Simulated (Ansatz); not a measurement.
# Calculations on C₃H₆FNS

Part 1: Relaxation

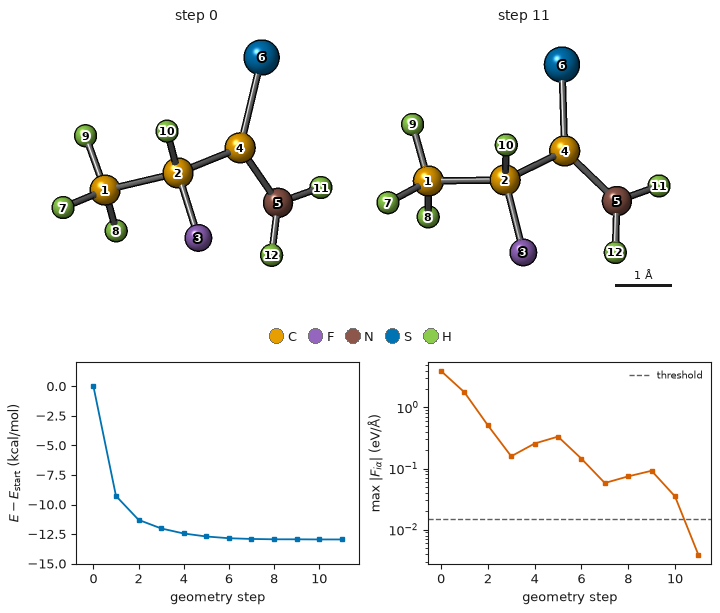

First and last geometry of a relaxation of C3H6FNS, with the history of the run. A ball-and-stick model, seen at a tilt.

The run prepares an end point of a later path (torsion) calculation, from a guessed geometry.

The calculation used RKS r2SCAN-D4/def2-SVP (Ansatz). Set-up: no spin polarisation; force threshold 0.015 eV/Å; at most 40 steps.

### Read the history and describe the run.

It converged. The atom that moves furthest after the best rigid fit is S6 (0.66 Å). By element the largest moves are S 0.66 Å, H 0.46 Å, F 0.39 Å, N 0.32 Å, C 0.21 Å. Some distances before and after: C4–N5 1.416 → 1.339 Å, C1–H9 1.170 → 1.098 Å, C4–S6 1.702 → 1.653 Å, C2–C4 1.473 → 1.522 Å. Bond angles that change, for instance: N5–C4–S6 117.1° → 125.0°, C2–C4–S6 125.1° → 120.9°, C4–N5–H12 116.0° → 119.9°. Groups turn about C2–C4 by about 35°. The energy falls by 13.0 kcal/mol in 11 geometry steps. The largest force component goes from 3.9 to 0.0039 eV/Å. Cost: 47 s on 2 threads of AMD EPYC 7R43 64-Core Processor (Zen 3), on a shared host, peak memory 0.19 GiB.

Part 2: Relaxation

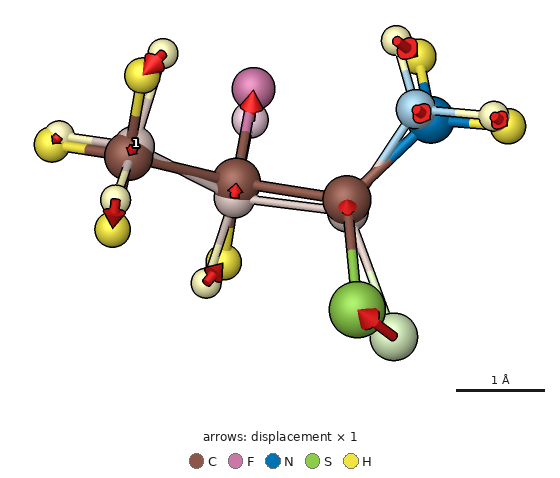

A relaxation of C3H6FNS. The starting structure is drawn faded, the final one solid; red arrows show the displacements, at their true length. The two geometries are superimposed by the best rigid fit.

The picture is a ball-and-stick view, seen face on.

The run prepares an end point of a later path (torsion) calculation, from a guessed geometry.

The calculation used Ansatz 0.2.0, RKS r2SCAN-D4/def2-SVP. Set-up: no spin polarisation; force threshold 0.015 eV/Å; at most 40 steps.

Question: Atoms of which element are displaced furthest, and by how much?

Answer: Sulfur: up to 0.70 Å, against 0.48 Å for hydrogen.

Question: What happened in the run?

Answer: The atom that moves furthest after the best rigid fit is the S atom (0.70 Å). By element the largest moves are S 0.70 Å, H 0.48 Å, F 0.39 Å, N 0.33 Å, C 0.22 Å. Some distances before and after: C–N 1.416 → 1.339 Å, C–H 1.170 → 1.101 Å, C–S 1.702 → 1.653 Å, C–C 1.473 → 1.523 Å. Among the angles between lasting bonds that change: N–C–S 117.1° → 125.0°, C–C–S 125.1° → 120.9°, C–N–H 116.0° → 119.9°. Groups turn about C–C by about 35°. Over 11 accepted moves (12 points after the start) the energy falls by 0.549 eV. Largest force component: 3.1 eV/Å at the start, 0.013 eV/Å at the end. The line search rejected the trial step at point 6 of the run.

Part 3: Path

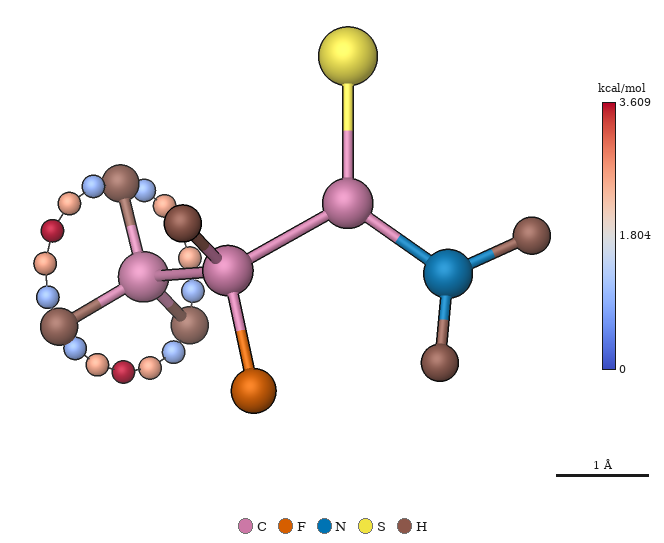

NEB run on C3H6FNS. Images are numbered from 0 (start) to 6 (end). The start is drawn whole; smaller spheres mark the moving atoms (H) in the later images, joined by lines and coloured by the energy of the image relative to the start. The picture is a ball-and-stick view, seen at a tilt.

Method: RKS r2SCAN-D4/def2-SVP (Ansatz 0.2.0). Settings: 5 movable images; climbing image; force threshold 0.05 eV/Å; iteration limit 60; starting path by image-dependent pair potential.

**What moves, how far, and at what cost in energy?**

The motion is a rotation about the C–C bond by about 120°. No bond forms or breaks between the ends. Bond angles that change up to the highest image, for instance: C–C–H 109.9° → 107.8°, C–C–H 109.7° → 111.7°. The barrier is about 3.61 kcal/mol in both directions, with image 3 at the top; the ends have the same energy. The band converged in 5 iterations, with a climbing image at the top.

The run took 100 s on 2 threads of AMD EPYC 7R43 64-Core Processor (Zen 3), with other jobs on the host, peak memory 0.19 GiB.
